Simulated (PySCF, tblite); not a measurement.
# BH7O5Si3, a fragment of a glass network (4-ring): NMR shifts, core binding energies and electronic excitations, part 2 of 2

tblite 0.8.0 and PySCF 2.14.0. Atoms count from 0, parts from 1. The steps go on from the part before.

## (5) Core holes by ΔSCF: SCAN, X2C

What the job is given:

```
{"job": {"kind": "xps", "holes": 5}, "charge": 0, "multiplicity": 1}
O      3.222996     0.400457     0.438627
B      1.887952     0.325858     0.198094
O      1.317381    -0.901476     0.139424
Si     0.322708    -2.198124     0.028008
O     -1.259964    -1.725685     0.079060
Si    -2.319357    -0.462364     0.065895
O     -1.506796     0.951879    -0.166603
Si    -0.327037     2.081671    -0.336640
O      1.170990     1.480281     0.025410
H      3.518995     1.315511     0.457491
H      0.578229    -2.875119    -1.269594
H      0.574763    -3.095205     1.183509
H     -3.018942    -0.403597     1.376119
H     -3.276221    -0.650275    -1.055291
H     -0.590532     3.197616     0.606944
H     -0.307202     2.547720    -1.748200
```

Level: delta-SCF UKS SCAN, pcX-2 on the ionised atom, pcseg-1 elsewhere, spin-free X2C.

Output:

```text
ground state, core basis on atom 0 (O), 204 functions
  cycle   1  E = -1275.37999547  |g| = 1.46e+00
  cycle   2  E = -1274.53237484  |g| = 2.56e+00
  cycle   3  E = -1275.75641082  |g| = 1.62e-01
  cycle   4  E = -1275.75971953  |g| = 1.17e-01
  cycle   5  E = -1275.76220876  |g| = 1.88e-02
  cycle   6  E = -1275.76228320  |g| = 5.63e-03
  cycle   7  E = -1275.76229097  |g| = 4.09e-03
  cycle   8  E = -1275.76229006  |g| = 6.83e-04
  cycle   9  E = -1275.76229113  |g| = 1.38e-04
  E(ground) = -1275.87612776 Eh
hole in O 1s of atom 0
  cycle   1  E = -1255.15120424  |g| = 2.21e+00
  cycle   2  E = -1253.00981874  |g| = 2.51e+00
  cycle   3  E = -1255.70668422  |g| = 7.11e-01
  cycle   4  E = -1255.88693871  |g| = 4.10e-01
  cycle   5  E = -1255.94138882  |g| = 1.68e-01
  cycle   6  E = -1255.95117754  |g| = 4.32e-02
  cycle   7  E = -1255.95179368  |g| = 2.01e-02
  cycle   8  E = -1255.95193814  |g| = 4.37e-03
  cycle   9  E = -1255.95194383  |g| = 1.76e-03
  cycle  10  E = -1255.95194438  |g| = 1.30e-03
  cycle  11  E = -1255.95194395  |g| = 2.51e-04
  E(ion) = -1256.06696848 Eh   <S^2> = 0.7611   hole on atom = 1.000   binding energy = 539.035 eV
ground state, core basis on atom 1 (B), 204 functions
  cycle   1  E = -1275.73228057  |g| = 8.76e-02
  cycle   2  E = -1275.73048569  |g| = 1.26e-01
  cycle   3  E = -1275.73332042  |g| = 1.74e-02
  cycle   4  E = -1275.73335442  |g| = 1.07e-02
  cycle   5  E = -1275.73337028  |g| = 2.20e-03
  cycle   6  E = -1275.73337651  |g| = 3.79e-04
  E(ground) = -1275.85120693 Eh
hole in B 1s of atom 1
  cycle   1  E = -1268.04893981  |g| = 1.18e+00
  cycle   2  E = -1266.05903363  |g| = 1.96e+00
  cycle   3  E = -1268.28103796  |g| = 5.20e-01
  cycle   4  E = -1268.39862021  |g| = 3.06e-01
  cycle   5  E = -1268.43080304  |g| = 1.13e-01
  cycle   6  E = -1268.43528286  |g| = 2.55e-02
  cycle   7  E = -1268.43536901  |g| = 2.18e-02
  cycle   8  E = -1268.43554742  |g| = 5.98e-03
  cycle   9  E = -1268.43555849  |g| = 3.06e-03
  cycle  10  E = -1268.43556294  |g| = 1.05e-03
  cycle  11  E = -1268.43556368  |g| = 6.94e-04
  cycle  12  E = -1268.43556235  |g| = 4.01e-04
  E(ion) = -1268.55384273 Eh   <S^2> = 0.7700   hole on atom = 1.000   binding energy = 198.571 eV
ground state, core basis on atom 6 (O), 204 functions
  cycle   1  E = -1275.76883526  |g| = 1.13e-01
  cycle   2  E = -1275.76620039  |g| = 1.42e-01
  cycle   3  E = -1275.76935495  |g| = 4.60e-02
  cycle   4  E = -1275.76970246  |g| = 7.41e-03
  cycle   5  E = -1275.76970911  |g| = 1.59e-03
  cycle   6  E = -1275.76971455  |g| = 2.13e-04
  E(ground) = -1275.88337910 Eh
hole in O 1s of atom 6
  cycle   1  E = -1255.16004861  |g| = 2.23e+00
  cycle   2  E = -1254.67940687  |g| = 2.21e+00
  cycle   3  E = -1255.92119577  |g| = 4.64e-01
  cycle   4  E = -1255.93609657  |g| = 3.85e-01
  cycle   5  E = -1255.99113335  |g| = 6.61e-02
  cycle   6  E = -1255.99245515  |g| = 2.94e-02
  cycle   7  E = -1255.99277302  |g| = 5.85e-03
  cycle   8  E = -1255.99278385  |g| = 1.41e-03
  cycle   9  E = -1255.99278424  |g| = 8.26e-04
  cycle  10  E = -1255.99278615  |g| = 4.53e-04
  E(ion) = -1256.10690480 Eh   <S^2> = 0.7618   hole on atom = 1.000   binding energy = 538.145 eV
ground state, core basis on atom 7 (Si), 215 functions
  cycle   1  E = -1275.83892773  |g| = 3.13e-01
  cycle   2  E = -1275.83311498  |g| = 2.19e-01
  cycle   3  E = -1275.83562311  |g| = 1.79e-01
  cycle   4  E = -1275.84158686  |g| = 2.36e-02
  cycle   5  E = -1275.84167390  |g| = 7.17e-03
  cycle   6  E = -1275.84168174  |g| = 1.20e-03
  cycle   7  E = -1275.84168424  |g| = 3.97e-04
  E(ground) = -1275.91710387 Eh
hole in Si 2p of atom 7
  cycle   1  E = -1271.52796509  |g| = 1.24e+00
  cycle   2  E = -1269.84886414  |g| = 1.64e+00
  cycle   3  E = -1271.61199599  |g| = 6.22e-01
  cycle   4  E = -1271.81803310  |g| = 2.09e-01
  cycle   5  E = -1271.83477936  |g| = 1.45e-01
  cycle   6  E = -1271.84250042  |g| = 3.56e-02
  cycle   7  E = -1271.84296733  |g| = 1.60e-02
  cycle   8  E = -1271.84305923  |g| = 3.89e-03
  cycle   9  E = -1271.84306460  |g| = 2.19e-03
  cycle  10  E = -1271.84306637  |g| = 5.40e-04
  cycle  11  E = -1271.84306718  |g| = 2.08e-04
  E(ion) = -1271.93007584 Eh   <S^2> = 0.7511   hole on atom = 1.003   binding energy = 108.493 eV
  2p3/2 = 108.234 eV   2p1/2 = 108.862 eV
ground state, core basis on atom 8 (O), 204 functions
  cycle   1  E = -1275.76493515  |g| = 1.10e-01
  cycle   2  E = -1275.76314528  |g| = 1.20e-01
  cycle   3  E = -1275.76519982  |g| = 5.30e-02
  cycle   4  E = -1275.76566247  |g| = 8.23e-03
  cycle   5  E = -1275.76567983  |g| = 2.47e-03
  cycle   6  E = -1275.76567949  |g| = 4.59e-04
  E(ground) = -1275.87963303 Eh
hole in O 1s of atom 8
  cycle   1  E = -1255.15351796  |g| = 2.23e+00
  cycle   2  E = -1254.66659220  |g| = 2.22e+00
  cycle   3  E = -1255.88788405  |g| = 5.20e-01
  cycle   4  E = -1255.91841676  |g| = 4.08e-01
  cycle   5  E = -1255.97935476  |g| = 5.47e-02
  cycle   6  E = -1255.97994924  |g| = 3.61e-02
  cycle   7  E = -1255.98044105  |g| = 5.31e-03
  cycle   8  E = -1255.98045015  |g| = 1.69e-03
  cycle   9  E = -1255.98045230  |g| = 8.71e-04
  cycle  10  E = -1255.98045481  |g| = 5.07e-04
  cycle  11  E = -1255.98045365  |g| = 9.46e-05
  E(ion) = -1256.09460161 Eh   <S^2> = 0.7613   hole on atom = 1.000   binding energy = 538.378 eV
```

Wall time 59 s (1 thread of Arm Neoverse V1, shared host); peak memory 0.82 GiB.

The holes in one table. −ε is the ground-state orbital energy:

| hole | stands for | environment | ΔSCF (eV; 2p as the shell's mean) | −ε (eV) | ⟨S²⟩ |
| --- | --- | --- | --- | --- | --- |
| O1s on O0 | O0 | oxygen bonded to B, H | 539.03 | 516.8 | 0.761 |
| B1s on B1 | B1 | boron bonded to 3 O, in a 8-membered ring | 198.57 | 182.2 | 0.770 |
| O1s on O6 | O6 | oxygen bonded to 2 Si, in a 8-membered ring | 538.15 | 516.8 | 0.762 |
| Si2p on Si7 | Si7 | silicon bonded to 2 O, 2 H, in a 8-membered ring | 108.44 | 97.4 | 0.751 |
| O1s on O8 | O8 | oxygen bonded to B, Si, in a 8-membered ring | 538.38 | 516.9 | 0.761 |

With the spin-orbit splitting: Si7 2p3/2 108.23, 2p1/2 108.86 eV. The table gives each 2p level as the mean over the whole 2p shell (two parts 2p3/2, one part 2p1/2), which differs a little from the single hole in the log.

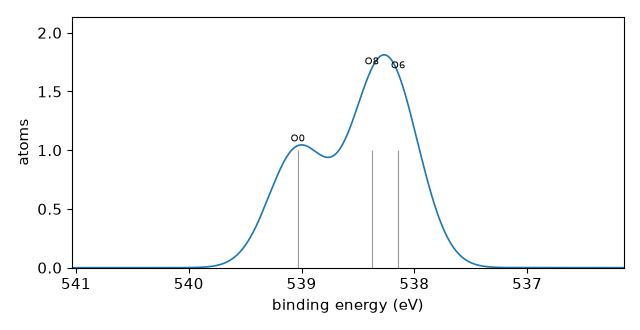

The O1s photoelectron lines, weighted by the number of atoms. Only 3 of the 5 O atoms are covered by sound results. Lines are broadened to a width of 0.60 eV (Gaussian).

## (6) Ultraviolet spectrum: CAM-B3LYP/def2-SVPD

Settings changed since step 5:

```diff
@@ -1,2 +1,2 @@
-{"job": {"kind": "xps", "holes": 5}, "charge": 0, "multiplicity": 1}
+{"job": {"kind": "uv", "xc": "CAM-B3LYP", "basis": "def2-SVPD", "nstates": 6, "ntriplets": 2, "ip": true}, "charge": 0, "multiplicity": 1}
 O      3.222996     0.400457     0.438627
```

With the program's defaults for keys left out, this is: TDDFT CAM-B3LYP/def2-SVPD, vertical, gas phase, core orbitals frozen in the response.

Output:

```text
coarse grid: 15728 points
cycle   1  E = -1272.8828203369  dE =  1.387e+00  |g| = 1.381e+00  |ddm| = 1.385e+01
cycle   2  E = -1272.6866566975  dE =  1.962e-01  |g| = 1.748e+00  |ddm| = 7.945e+00
cycle   3  E = -1273.2343086022  dE = -5.477e-01  |g| = 8.876e-02  |ddm| = 2.582e+00
cycle   4  E = -1273.2353684767  dE = -1.060e-03  |g| = 6.105e-02  |ddm| = 4.296e-01
cycle   5  E = -1273.2360360142  dE = -6.675e-04  |g| = 1.101e-02  |ddm| = 9.739e-02
cycle   6  E = -1273.2360603638  dE = -2.435e-05  |g| = 1.521e-03  |ddm| = 7.911e-02
cycle   7  E = -1273.2360607885  dE = -4.247e-07  |g| = 1.008e-03  |ddm| = 8.930e-03
final grid: 140632 points
cycle   8  E = -1273.4377120100  dE = -2.797e-05  |g| = 2.959e-03  |ddm| = 1.452e-01
cycle   9  E = -1273.4377113055  dE =  7.045e-07  |g| = 3.713e-03  |ddm| = 1.115e-02
cycle  10  E = -1273.4377137066  dE = -2.401e-06  |g| = 2.055e-04  |ddm| = 4.761e-03
cycle  11  E = -1273.4377137150  dE = -8.397e-09  |g| = 1.131e-04  |ddm| = 1.594e-03
cycle  12  E = -1273.4377137176  dE = -2.546e-09  |g| = 3.097e-05  |ddm| = 3.943e-04
cycle  13  E = -1273.4377137177  dE = -1.828e-10  |g| = 1.014e-05  |ddm| = 7.243e-05
converged SCF energy = -1273.4377137177

Static polarisability (au): isotropic 97.128, principal 83.521 102.761 105.103

Singlet excitations
state   eV       nm        f      main configurations
  1   7.6067    163.0   0.03700   H->L 0.37, H->L+1 0.35
  2   7.7122    160.8   0.00097   H-1->L 0.41, H->L+2 0.28
  3   7.8622    157.7   0.00090   H->L+2 0.27, H-1->L 0.26, H-1->L+1 0.11
  4   7.9348    156.3   0.01328   H->L 0.22, H-2->L 0.18, H->L+1 0.15
  5   8.1808    151.6   0.00103   H-1->L+1 0.36, H->L+2 0.09, H->L+9 0.09
  6   8.3278    148.9   0.00280   H-2->L 0.39, H-1->L+2 0.13

Triplet excitations (Tamm-Dancoff, eV): 7.3253 7.3904
Vertical ionisation energy (delta-SCF) = 10.6266 eV
```

Wall time 7.1 min (1 thread of Arm Neoverse V1, shared host); peak memory 1.4 GiB.

Frontier orbitals and where they lie:

| orbital | eV | atoms |
| --- | --- | --- |
| HOMO−3 | -10.89 | O2 31 %, O8 27 %, O4 16 % |
| HOMO−2 | -10.75 | O0 29 %, O8 10 %, O2 10 % |
| HOMO−1 | -10.10 | Si7 14 %, O8 12 %, O6 12 % |
| HOMO | -9.87 | O4 18 %, Si5 15 %, H12 11 % |
| LUMO | 0.50 | B1 40 %, Si7 13 %, O0 8 % |
| LUMO+1 | 1.03 | Si5 26 %, Si7 11 %, Si3 9 % |
| LUMO+2 | 1.35 | Si5 15 %, Si3 15 %, Si7 14 % |

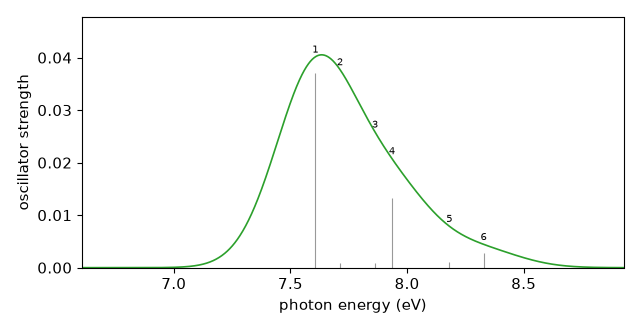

Absorption spectrum from the 6 singlet states computed; above the last one it falls off for lack of states. Lines are broadened to a width of 0.40 eV (Gaussian).

Ground-state properties from the same run:

| property | computed |
| --- | --- |
| dipole moment (D) | 1.36 |
| polarisability (Å³) | 14.39 |
| HOMO–LUMO gap (eV) | 10.37 |
| −ε(HOMO) (eV) | 9.87 |

## (7) Results

This closing draws on all 2 parts.

| quantity | value |
| --- | --- |
| point group | C1 |
| rotational constants (main isotopes) | 1.22, 0.94, 0.55 GHz |
| $^{1}$H shifts against TMS (PBE0/pcSseg-1) | 5.14, 5.09, 5.08, 5.07, 5.07, 4.98, 3.21 ppm |
| $^{17}$O shifts against H2O (PBE0/pcSseg-1) | 114.5, 103.3, 102.2, 91.2, 84.3 ppm |
| $^{11}$B shifts against BF3·OEt2 (PBE0/pcSseg-1) | 13.0 ppm |
| $^{29}$Si shifts against TMS (PBE0/pcSseg-1) | -46.9, -48.1, -51.6 ppm |
| O1s binding energies, SCAN/pcX-2 (standing for 3 of 5 atoms) | O0 539.03, O8 538.38, O6 538.15 eV |
| B1s binding energies, SCAN/pcX-2 | B1 198.57 eV |
| Si2p binding energies, SCAN/pcX-2 (standing for 1 of 3 atoms) | Si7 108.44 eV |
| lowest singlet (CAM-B3LYP/def2-SVPD) | 7.61 eV (163 nm), f = 0.037 |
| lowest triplet | 7.33 eV |
| vertical ionisation energy (ΔSCF) | 10.63 eV |

The start of the PBE0/def2-SVP relaxation was shaken at random by about 0.01 Å, so part of the energy gained, and of the first lengths quoted, undoes that. Relaxing lowered the energy by 0.407 eV in 11 steps; the close pair that moved most is O2–Si3, from 1.564 to 1.638 Å (PBE0/def2-SVP). At PBE0/pcSseg-1: Shielding is most anisotropic at O4 (span 172 ppm, paramagnetic term -160 ppm). At SCAN/pcX-2: The O1s levels kept as sound span 0.89 eV, from O6 (oxygen bonded to 2 Si, in a 8-membered ring) up to O0 (oxygen bonded to B, H). Only 3 of the 5 O atoms are covered by sound results. The lowest singlet, at 7.61 eV, is HOMO→LUMO 0.37, HOMO→LUMO+1 0.35 and is weak. The lowest triplet lies 0.28 eV below the lowest singlet (triplets in Tamm-Dancoff, singlets in full TDDFT). ΔSCF puts the ionisation energy at 10.63 eV, 0.76 eV above −ε(HOMO). A capped cluster stands for the solid here, so long-range fields and strain are missing, and bands or shifts of the capping hydrogens have no counterpart in it.
